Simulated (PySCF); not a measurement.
Single-point calculation of Si2NH6 (charge +1)

- system: Si2NH6, charge +1
- method: SCS-MP2/cc-pVDZ, RHF (PySCF 2.14.0)

The geometry is that of the parent species in another charge or spin state. The geometry comes from this level: PBE0-D4/def2-TZVP.

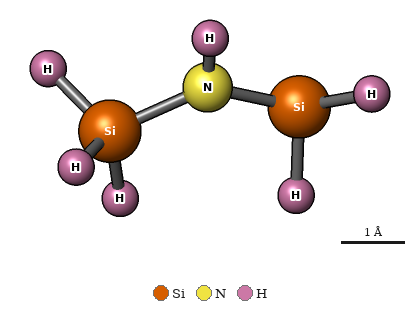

The structure (ball-and-stick view, seen at a tilt).

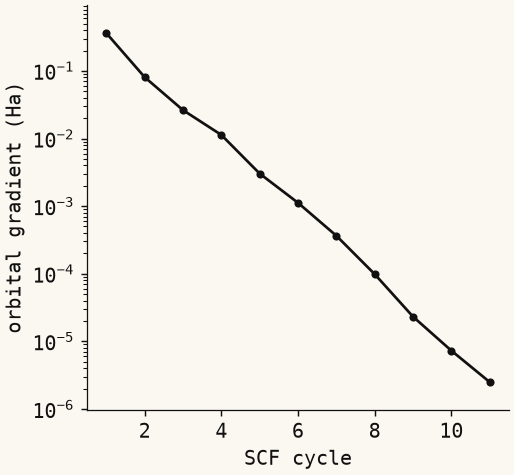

Convergence of the self-consistent field: orbital gradient against the SCF cycle. The residual falls at every step.

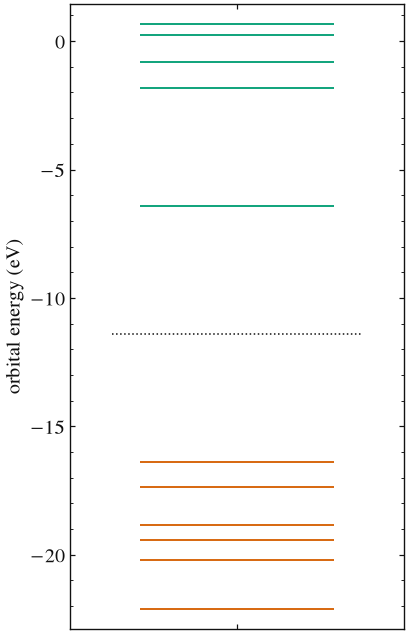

Orbital energies near the frontier (SCF reference); the dotted line parts filled from empty levels, and levels within 0.02 eV of each other stand side by side. Highest filled −16.38 eV, lowest empty −6.44 eV, 9.94 eV apart.

The input and output of the run follow.

**The input (calc.py)**
```python
from pyscf import gto, mp

mol = gto.M(
    atom='mol.xyz',
    charge=1,
    verbose=4,
    basis='cc-pvdz',
    max_memory=1860,
)

mf = mol.RHF()
mf.conv_tol = 1e-10
mf.kernel()
if not mf.converged:
    mf = mf.newton().run(mf.mo_coeff, mf.mo_occ)

pt = mp.MP2(mf, frozen=11).run()
etot = mf.e_tot + 1.2 * pt.e_corr_os + pt.e_corr_ss / 3
print(f'total energy: {etot:.8f} hartree')
```

**File mol.xyz**
```
9
H6NSi2
Si    -1.200900     0.925300    -0.948400
N      0.196900     0.625800     0.025200
Si     0.611700    -0.820500     0.880200
H     -1.616500    -0.372000    -1.554500
H     -0.842900     1.913400    -2.010900
H      0.764100     1.439300     0.222200
H      1.982600    -1.276500     0.525400
H     -0.378200    -1.853400     0.488500
H      0.571600    -0.627700     2.355400
```

Command:
```bash
OMP_NUM_THREADS=1 python calc.py
```

**Output**
```
PySCF version 2.14.0

[INPUT] num. atoms = 9
[INPUT] num. electrons = 40
[INPUT] charge = 1
[INPUT] spin (= nelec alpha-beta = 2S) = 0
[INPUT] symmetry False subgroup None
[INPUT] Mole.unit = angstrom
[INPUT] Symbol           X                Y                Z      unit          X                Y                Z       unit  Magmom
[INPUT]  1 Si    -1.200900000000   0.925300000000  -0.948400000000 AA   -2.269372102990   1.748563583060  -1.792216256538 Bohr   0.0
[INPUT]  2 N      0.196900000000   0.625800000000   0.025200000000 AA    0.372087073927   1.182590608753   0.047621098339 Bohr   0.0
[INPUT]  3 Si     0.611700000000  -0.820500000000   0.880200000000 AA    1.155945470396  -1.550520285206   1.663336934842 Bohr   0.0
[INPUT]  4 H     -1.616500000000  -0.372000000000  -1.554500000000 AA   -3.054742280359  -0.702978118338  -2.937579260636 Bohr   0.0
[INPUT]  5 H     -0.842900000000   1.913400000000  -2.010900000000 AA   -1.592850150396   3.615801966743  -3.800050263888 Bohr   0.0
[INPUT]  6 H      0.764100000000   1.439300000000   0.222200000000 AA    1.443939731780   2.719882811086   0.419897144878 Bohr   0.0
[INPUT]  7 H      1.982600000000  -1.276500000000   0.525400000000 AA    3.746571014563  -2.412235398007   0.992862105846 Bohr   0.0
[INPUT]  8 H     -0.378200000000  -1.853400000000   0.488500000000 AA   -0.714694420311  -3.502418399269   0.923131211850 Bohr   0.0
[INPUT]  9 H      0.571600000000  -0.627700000000   2.355400000000 AA    1.080167452801  -1.186181088389   4.451060913801 Bohr   0.0

nuclear repulsion = 147.533691534114
number of shells = 33
number of NR pGTOs = 150
number of NR cGTOs = 80
basis = cc-pvdz
ecp = {}

******** <class 'pyscf.scf.hf.RHF'> ********
method = RHF
initial guess = minao
damping factor = 0
level_shift factor = 0
DIIS = <class 'pyscf.scf.diis.CDIIS'>
diis_start_cycle = 1
diis_space = 8
diis_damp = 0
SCF conv_tol = 1e-10
SCF conv_tol_grad = None
SCF max_cycles = 50
direct_scf = True
direct_scf_tol = 1e-13
Set gradient conv threshold to 1e-05
Initial guess from minao.
init E= -635.687092342818
  HOMO = -0.314473722327248  LUMO = -0.0953503481984721  gap/eV = 5.96265
cycle= 1 E= -635.463412032335  delta_E= 0.224  |g|= 0.362  |ddm|= 2.17
  HOMO = -0.612125218985012  LUMO = -0.295041831303353  gap/eV = 8.62828
cycle= 2 E= -635.524617328023  delta_E= -0.0612  |g|= 0.0808  |ddm|= 0.529
  HOMO = -0.602874907029431  LUMO = -0.235041482062362  gap/eV = 10.00926
cycle= 3 E= -635.527680457415  delta_E= -0.00306  |g|= 0.0263  |ddm|= 0.107
  HOMO = -0.599868754160988  LUMO = -0.236080067755368  gap/eV = 9.89919
cycle= 4 E= -635.527976615251  delta_E= -0.000296  |g|= 0.0113  |ddm|= 0.0329
  HOMO = -0.601792243022733  LUMO = -0.236899608462281  gap/eV = 9.92923
cycle= 5 E= -635.528014785404  delta_E= -3.82e-05  |g|= 0.00303  |ddm|= 0.0096
  HOMO = -0.601894132184014  LUMO = -0.236636589520696  gap/eV = 9.93916
cycle= 6 E= -635.528021107925  delta_E= -6.32e-06  |g|= 0.00112  |ddm|= 0.0046
  HOMO = -0.601947994174822  LUMO = -0.23656978958206  gap/eV = 9.94245
cycle= 7 E= -635.528022254288  delta_E= -1.15e-06  |g|= 0.000365  |ddm|= 0.00222
  HOMO = -0.601978599762315  LUMO = -0.236502152070606  gap/eV = 9.94512
cycle= 8 E= -635.528022420534  delta_E= -1.66e-07  |g|= 9.86e-05  |ddm|= 0.00104
  HOMO = -0.601977098050382  LUMO = -0.236499712547836  gap/eV = 9.94515
cycle= 9 E= -635.528022433138  delta_E= -1.26e-08  |g|= 2.32e-05  |ddm|= 0.000322
  HOMO = -0.601979506305484  LUMO = -0.236498502391574  gap/eV = 9.94524
cycle= 10 E= -635.528022433692  delta_E= -5.54e-10  |g|= 7.29e-06  |ddm|= 5.98e-05
  HOMO = -0.601979759383657  LUMO = -0.236498959950142  gap/eV = 9.94524
cycle= 11 E= -635.528022433751  delta_E= -5.93e-11  |g|= 2.5e-06  |ddm|= 1.64e-05
  HOMO = -0.601979765907438  LUMO = -0.23649873840917  gap/eV = 9.94525
Extra cycle  E= -635.528022433757  delta_E= -5.91e-12  |g|= 1.37e-06  |ddm|= 3.75e-06
converged SCF energy = -635.528022433757

******** <class 'pyscf.mp.mp2.RMP2'> ********
nocc = 9, nmo = 69
frozen orbitals 11
E(RMP2) = -635.891565734362  E_corr = -0.363543300605012
E(SCS-RMP2) = -635.901572613691  E_corr = -0.373550179933156
E_corr(same-spin) = -0.0723482086071451
E_corr(oppo-spin) = -0.291195091997867
total energy: -635.90157261 hartree
```

**Summary**

```json
{"quantity": "outcome", "value": "converged"}
{"quantity": "total energy", "value": "−635.901573 hartree"}
{"quantity": "SCF energy", "value": "−635.528022 hartree"}
{"quantity": "correlation energy", "value": "−0.373550 hartree"}
{"quantity": "basis functions", "value": "80"}
{"quantity": "HOMO of the SCF reference", "value": "−16.38 eV"}
{"quantity": "LUMO of the SCF reference", "value": "−6.44 eV"}
{"quantity": "hardware", "value": "1 thread of Intel Xeon @ 2.70GHz, 189 GiB of memory available, shared host"}
{"quantity": "wall time", "value": "1.8 s"}
{"quantity": "peak memory", "value": "0.17 GiB"}
```

**Remarks**

The record of the run, not the program, notes: dipole of an ion depends on the origin.
